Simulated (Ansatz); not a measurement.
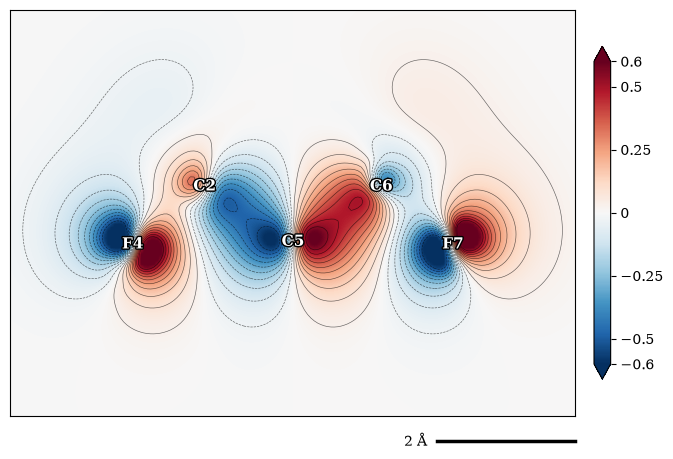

Figure 1: C$_{3}$H$_{2}$F$_{6}$. The HOMO on the plane of atoms C5, C6 and F7 (values in Å⁻³ᐟ²; the overall sign is arbitrary).

Geometry: PBE0-D4/def2-TZVP.

The calculation used RKS PBE0-D4/def2-TZVPP in Ansatz.

```xyz
11

F    -0.0243   -2.0057   -0.2709
C     0.7446   -0.9426   -0.5088
F     1.7440   -0.9567    0.3737
F     1.2805   -1.0979   -1.7266
C    -0.0363    0.3524   -0.4756
C    -0.7038    0.6872    0.8397
F    -1.3575    1.8496    0.7141
F    -1.5935   -0.2352    1.2078
F     0.1739    0.8267    1.8338
H    -0.8091    0.2999   -1.2428
H     0.6466    1.1651   -0.7240
```

Q: Where does this orbital lie, and at what energy?

A: Its weight (Hirshfeld) is mainly on C5 (about 20 %), F4 (about 15 %), F7 (about 15 %), C2 (about 10 %), C6 (about 10 %), F1 (about 5 %), F3 (about 5 %), F8 (about 5 %) and F9 (about 5 %). Its energy is −11.21 eV.
